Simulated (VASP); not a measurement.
Energy against volume of GaAs (zinc blende). All values below come from revPBE GGA, VASP's PBE PAW potentials (set 64) (plane waves; VASP 6.6.1).

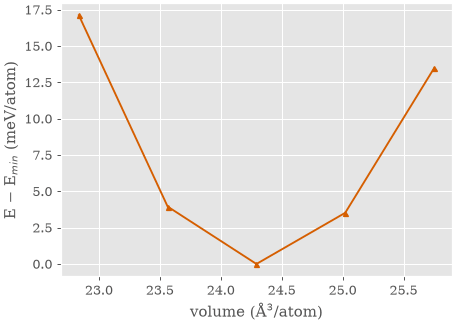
Figure. Energy against volume

Question: Estimate the equilibrium volume and the bulk modulus.

Answer: The minimum lies near 24.3 Å³/atom, and the curvature gives B0 of about 56 GPa.

Measured: bulk modulus 76.7 GPa at 0 K (computed value off by -27.6 %), as given by Daniel Mejia-Rodriguez et al., Physical Review B (2018), arXiv:1807.09216 [0 K value with the zero-point phonon effect removed]; a 5.640 Å at 0 K (computed value off by +2.7 %), as given by Daniel Mejia-Rodriguez et al., Physical Review B (2018), arXiv:1807.09216 [static lattice: zero-point anharmonic expansion removed].

The compound is GaAs in the zinc blende structure. It was relaxed first, which changed the volume by +8 %.
